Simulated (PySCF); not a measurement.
System: C₃H₁₂O₂Si₃ (SMILES CCC(=O)[SiH2]O[SiH2][SiH3]).

The calculation's input:

```
{"job": {"kind": "nmr", "xc": "PBE0", "basis": "pcSseg-1"}, "charge": 0, "multiplicity": 1}
C     -2.545093     1.781861    -0.538275
C     -2.321378     0.329868    -0.138988
C     -0.881019    -0.106234    -0.229021
O      0.002448     0.641817    -0.594097
Si    -0.407248    -1.906199     0.255009
O      1.171175    -1.963502    -0.004065
Si     2.433943    -1.032623    -0.538302
Si     2.891809     0.631182     0.981925
H     -1.960916     2.439913     0.100381
H     -2.226051     1.941000    -1.565451
H     -3.595829     2.047067    -0.450620
H     -2.902246    -0.344197    -0.774127
H     -2.645859     0.151465     0.889842
H     -1.080124    -2.853259    -0.627743
H     -0.655522    -2.118241     1.677518
H      3.450776    -2.095268    -0.617636
H      2.122220    -0.645433    -1.915498
H      1.793566     1.536760     1.331037
H      3.987743     1.471377     0.480388
H      3.362456     0.103326     2.274685
```

Run with:

```sh
OMP_NUM_THREADS=1 python probes_run.py task.json out
```

Geometry: GFN2-xTB.

These are results of PBE0/pcSseg-1, SCF density, gas phase, non-relativistic (PySCF), not measurements.

**What will maps of the electron density and electron localisation function show?**

C–O (1.21 Å): ρ at the midpoint is about 3.2 e/Å³; the ELF peaks at about 0.85 between the atoms (a short, multiple covalent bond).
C–C (1.51 Å): ρ is about 1.7 e/Å³ halfway; the ELF peaks at about 0.95 between the atoms; localised, covalent bonding.
Si–O (1.60 Å): ρ at the midpoint is about 1.2 e/Å³; the ELF peaks at about 0.85 between the atoms: a short, strongly polar bond.
C–Si (1.92 Å): ρ is about 0.93 e/Å³ halfway; the ELF peaks at about 1 between the atoms; a shared electron pair.

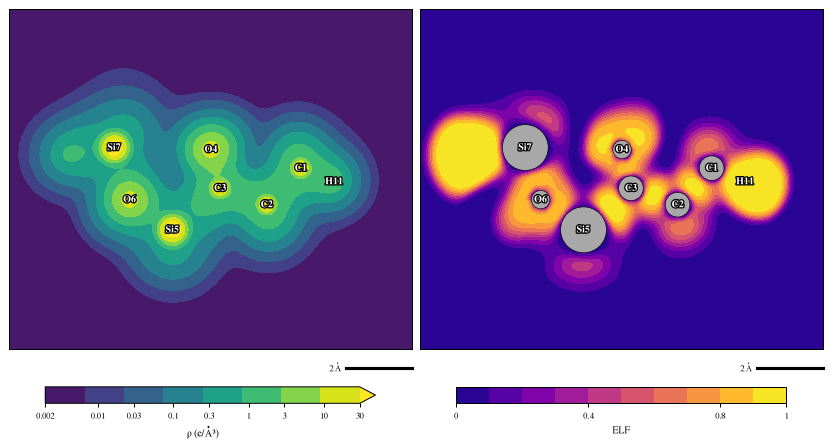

Computed electron density and electron localisation function on the plane of atoms O4, C3 and Si5, in this order. Grey discs cover the atomic cores in the ELF map. 
